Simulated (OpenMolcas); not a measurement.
# W³⁺ among point charges: CASSCF and CASPT2 levels and susceptibility

How does a field of 3 point charges split the states of W³⁺, and what χT follows?

Program: OpenMolcas 26.06. Level of theory: state-averaged CASSCF and CASPT2, spin-orbit coupling by RASSI with atomic mean-field integrals. These are calculated values, not measurements, unless marked.

**1. What is computed**

```
Species                           : W³⁺ (tungsten, Z = 74, 71 electrons)
Basis                             : ANO-RCC-VDZP [7s6p4d2f1g], 68 functions
Scalar Hamiltonian                : DKH2, point nucleus
Inactive shells                   : 1s 2s 2p 3s 3p 3d 4s 4p 4d 4f 5s 5p
Active space                      : 3 electrons in 5 orbitals (5d)
Some configurations of this space : 5d³
Orbitals                          : optimised for each spin and parity, averaged over all roots
```

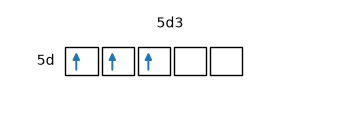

The shells outside the core, filled by Hund's rule for the drawing.

The ion sits among 3 point charges of -0.65 e arranged as a planar triangle (D3h), 1.88 Å from the ion.

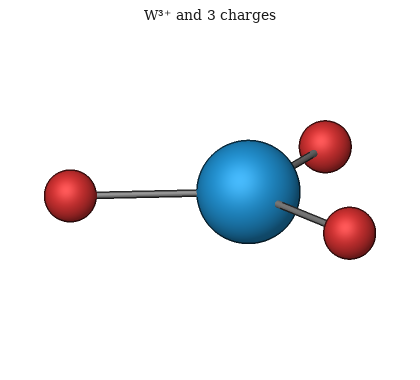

The ion and the point charges (red).

Each step is its own input file, run in one work folder so that later steps find the files of earlier ones. Labels, J, g values, rates, χT and fits are worked out afterwards by a script from the matrices that RASSI stores.

**2. One- and two-electron integrals**

a.inp reads:

```
&GATEWAY
Coord
1

W 0.0 0.0 0.0
Basis=ANO-RCC-VDZP
Group=NoSym
NoMove
AngMom=0.0 0.0 0.0
AMFI
XField
3 Angstrom 0
1.880000 0.000000 0.000000 -0.650000
-0.940000 1.628128 0.000000 -0.650000
-0.940000 -1.628128 0.000000 -0.650000
&SEWARD
```

Started as:

```console
OMP_NUM_THREADS=1 MOLCAS_MEM=1689 MOLCAS_PROJECT=a pymolcas a.inp > a.log
```

The log of the run:

```text
Basis set label: W.ANO-RCC...7S6P4D2F1G.

      Electronic valence basis set:
      ------------------
      Associated Effective Charge  74.000000 au
      Associated Actual Charge     74.000000 au
      Nuclear Model: Point charge

      Shell  nPrim  nBasis  Cartesian Spherical Contaminant
         s      24       7        X
         p      21       6        X
         d      15       4                 X
         f      11       2                 X
         g       4       1                 X
                  Relativistic Douglas-Kroll-Hess integrals:
                    - DKH order of Hamiltonian: 2
                    - DKH order of Properties : 0
                  Atomic mean-field integrals
```

**3. Reference wave functions, quartets, 10 roots**

a.inp reads:

```
&RASSCF
FileOrb=start.orb
Symmetry=1
Spin=4
nActEl=3 0 0
Inactive=34
Ras2=5
CIRoot=10 10 1
SDav=10
CIMx=300
Iter=120 100
PrWF=0.3
OrbListing=Nothing
MaxOrb=0
>>> COPY $Project.JobIph JOB001
```

start.orb holds the contracted functions of the basis, ordered by shell, or the orbitals of the step before.

The log of the run:

```text
Wave function specifications:
      -----------------------------

      Number of closed shell electrons          68
      Number of electrons in active shells       3
      Max number of holes in RAS1 space          0
      Max nr of electrons in RAS3 space          0
      Number of inactive orbitals               34
      Number of active orbitals                  5
      Number of secondary orbitals              29
      Spin quantum number                      1.5
      State symmetry                             1
Orbital specifications:
      -----------------------

      Symmetry species                           1
                                                 a
      Frozen orbitals                            0
      Inactive orbitals                         34
      Active orbitals                            5
      RAS1 orbitals                              0
      RAS2 orbitals                              5
      RAS3 orbitals                              0
      Secondary orbitals                        29
      Deleted orbitals                           0
      Number of basis functions                 68
      Number of CSFs                            10
      Number of root(s) required                10
      Iter CI   SX   CI       RASSCF       Energy    max ROT     max BLB   max BLB  Level Ln srch  Step   QN
          iter iter root      energy       change     param      element    value   shift minimum  type update
 Nr of preliminary CI iterations:   1
      Total energies have been shifted. Add               -16000.00 au
        1   1    6    0  -127.20379344    0.00E+00  -1.42E-01*  32  42 1  1.45E-01*  0.31   0.00    SX    NO
        2   1    7    0  -127.29041024   -8.66E-02* -5.10E-02   27  56 1 -1.38E-01*  0.36   0.00    SX    NO
        3   1    6    0  -127.29824213   -7.83E-03*  3.00E-02   27  56 1  1.02E-01*  0.34   0.00    SX    NO
        4   1    6    0  -127.30126593   -3.02E-03* -2.40E-02   24  53 1 -7.93E-02*  0.36   0.00    SX    NO
        5   1    6    0  -127.30287106   -1.61E-03* -9.90E-03   27  56 1  6.34E-02*  0.34   0.57    LS   YES
        6   1    6    0  -127.30488873   -2.02E-03*  1.68E-02   37  40 1 -5.25E-03*  0.35   1.03    QN   YES
        7   1    6    0  -127.30508550   -1.97E-04*  2.39E-02   37  40 1 -3.48E-03*  0.35   2.50    LS   YES
        8   1    5    0  -127.30521163   -1.26E-04* -8.11E-03   30  59 1 -2.66E-03*  0.34   1.20    QN   YES
        9   1    5    0  -127.30522886   -1.72E-05* -1.43E-03   34  47 1 -4.37E-04*  0.34   1.21    QN   YES
       10   1    5    0  -127.30523033   -1.47E-06*  3.59E-04   39  42 1 -1.13E-04*  0.34   1.21    QN   YES
       11   1    4    0  -127.30523044   -1.12E-07*  8.15E-05   30  59 1  3.13E-05   0.34   1.16    QN   YES
       12   1    3    0  -127.30523045   -6.53E-09   1.24E-05   34  47 1  1.27E-05   0.34   1.20    QN   YES
      Convergence after 12 iterations
       13   1    3    0  -127.30523045   -4.20E-10   1.24E-05   34  44 1 -2.78E-06   0.34   1.20    QN   YES
      Natural orbitals and occupation numbers for root  1
      sym 1:   0.131893   0.131893   1.000000   0.868107   0.868107
      Natural orbitals and occupation numbers for root  2
      sym 1:   1.000000   0.500000   0.500000   0.500000   0.500000
      Natural orbitals and occupation numbers for root  3
      sym 1:   1.000000   0.500000   0.500000   0.500000   0.500000
::    RASSCF root number  1 Total energy: -16127.33487747
::    RASSCF root number  2 Total energy: -16127.33046847
::    RASSCF root number  3 Total energy: -16127.33038283
::    RASSCF root number  4 Total energy: -16127.32311835
::    RASSCF root number  5 Total energy: -16127.32311835
::    RASSCF root number  6 Total energy: -16127.31954189
::    RASSCF root number  7 Total energy: -16127.31954189
::    RASSCF root number  8 Total energy: -16127.27538046
::    RASSCF root number  9 Total energy: -16127.24793738
::    RASSCF root number 10 Total energy: -16127.24793738
```

**4. CASSCF: doublets, 40 roots**

a.inp reads:

```
&RASSCF
FileOrb=start.orb
Symmetry=1
Spin=2
nActEl=3 0 0
Inactive=34
Ras2=5
CIRoot=40 40 1
SDav=40
CIMx=300
Iter=120 100
PrWF=0.3
OrbListing=Nothing
MaxOrb=0
>>> COPY $Project.JobIph JOB002
```

The log of the run:

```text
Wave function specifications:
      -----------------------------

      Number of closed shell electrons          68
      Number of electrons in active shells       3
      Max number of holes in RAS1 space          0
      Max nr of electrons in RAS3 space          0
      Number of inactive orbitals               34
      Number of active orbitals                  5
      Number of secondary orbitals              29
      Spin quantum number                      0.5
      State symmetry                             1
Orbital specifications:
      -----------------------

      Symmetry species                           1
                                                 a
      Frozen orbitals                            0
      Inactive orbitals                         34
      Active orbitals                            5
      RAS1 orbitals                              0
      RAS2 orbitals                              5
      RAS3 orbitals                              0
      Secondary orbitals                        29
      Deleted orbitals                           0
      Number of basis functions                 68
      Number of CSFs                            40
      Number of root(s) required                40
      Iter CI   SX   CI       RASSCF       Energy    max ROT     max BLB   max BLB  Level Ln srch  Step   QN
          iter iter root      energy       change     param      element    value   shift minimum  type update
 Nr of preliminary CI iterations:   1
      Total energies have been shifted. Add               -16000.00 au
        1   1    6    0  -127.22876586    0.00E+00  -9.46E-03   38  51 1 -6.95E-03*  0.33   0.00    SX    NO
        2   1    5    0  -127.22917712   -4.11E-04* -1.16E-03   32  47 1 -4.83E-03*  0.33   0.00    SX    NO
        3   1    5    0  -127.22920061   -2.35E-05*  8.56E-04   30  59 1 -3.29E-03*  0.33   0.00    SX    NO
        4   1    5    0  -127.22920494   -4.33E-06* -3.87E-04   24  56 1  2.60E-03*  0.33   0.00    SX    NO
        5   1    5    0  -127.22920673   -1.80E-06* -1.64E-04   30  59 1 -2.09E-03*  0.33   0.57    LS   YES
        6   1    5    0  -127.22920891   -2.18E-06* -3.86E-04   33  43 1  1.24E-04*  0.33   1.00    QN   YES
        7   1    5    0  -127.22920918   -2.67E-07* -4.78E-04   37  40 1 -6.98E-05   0.33   2.24    LS   YES
        8   1    4    0  -127.22920930   -1.18E-07* -1.07E-04   32  44 1 -8.00E-05   0.33   1.00    QN   YES
        9   1    4    0  -127.22920932   -2.47E-08* -8.80E-05   32  44 1 -3.46E-05   0.33   1.76    QN   YES
       10   1    3    0  -127.22920933   -6.30E-09   5.95E-06   32  47 1 -2.99E-06   0.33   1.03    QN   YES
      Convergence after 10 iterations
       11   1    3    0  -127.22920933   -9.09E-11   5.95E-06   32  47 1 -1.53E-06   0.33   1.03    QN   YES
      Natural orbitals and occupation numbers for root  1
      sym 1:   1.787294   0.144824   0.084284   0.034973   0.948626
      Natural orbitals and occupation numbers for root  2
      sym 1:   1.787294   0.034395   0.144340   0.948626   0.085345
      Natural orbitals and occupation numbers for root  3
      sym 1:   0.970301   0.105843   0.847712   0.105843   0.970301
::    RASSCF root number  1 Total energy: -16127.28362836
::    RASSCF root number  2 Total energy: -16127.28362836
::    RASSCF root number  3 Total energy: -16127.28061442
::    RASSCF root number  4 Total energy: -16127.27856621
::    RASSCF root number  5 Total energy: -16127.27856621
::    RASSCF root number  6 Total energy: -16127.27422004
::    RASSCF root number  7 Total energy: -16127.27422004
::    RASSCF root number  8 Total energy: -16127.27407559
::    RASSCF root number  9 Total energy: -16127.27347881
::    RASSCF root number 10 Total energy: -16127.27342964
::    RASSCF root number 11 Total energy: -16127.26880019
::    RASSCF root number 12 Total energy: -16127.26880018
::    RASSCF root number 13 Total energy: -16127.26709481
::    RASSCF root number 14 Total energy: -16127.26709481
::    RASSCF root number 15 Total energy: -16127.26709089
::    RASSCF root number 16 Total energy: -16127.26709089
::    RASSCF root number 17 Total energy: -16127.25348876
::    RASSCF root number 18 Total energy: -16127.25275689
::    RASSCF root number 19 Total energy: -16127.25248217
::    RASSCF root number 20 Total energy: -16127.25192350
::    RASSCF root number 21 Total energy: -16127.25192350
::    RASSCF root number 22 Total energy: -16127.23926464
::    RASSCF root number 23 Total energy: -16127.23079460
::    RASSCF root number 24 Total energy: -16127.23079460
::    RASSCF root number 25 Total energy: -16127.22746185
::    RASSCF root number 26 Total energy: -16127.22746185
::    RASSCF root number 27 Total energy: -16127.21637598
::    RASSCF root number 28 Total energy: -16127.21637598
::    RASSCF root number 29 Total energy: -16127.19865600
::    RASSCF root number 30 Total energy: -16127.19639670
```

(Part 1 of 2 ends here.)
